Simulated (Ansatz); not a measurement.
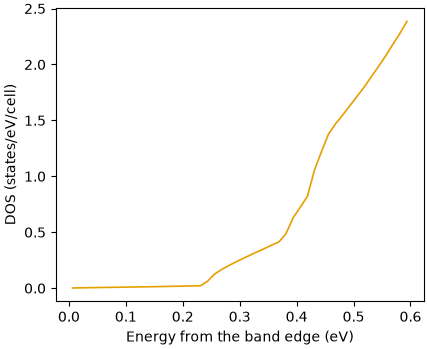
Figure. Density of states of ZnSnP2 (I-42d) above the conduction band minimum, PBEsol, rigid bands in Ansatz (a program for electronic structure); cell volume 178.3 Å³.

What effective density of states at 300 K does this give (∫ g(E) exp(−E/k_BT) dE, both spins, divided by the cell's size)?

5.0e17 cm⁻³, a density-of-states mass of 0.074 mₑ, valleys and band degeneracy included.

Spin-orbit coupling is left out. Geometry: cell and atoms relaxed with PBEsol.

Computed structure, not matched to a measured one here, so possibly hypothetical: ZnSnP2 (I-42d).
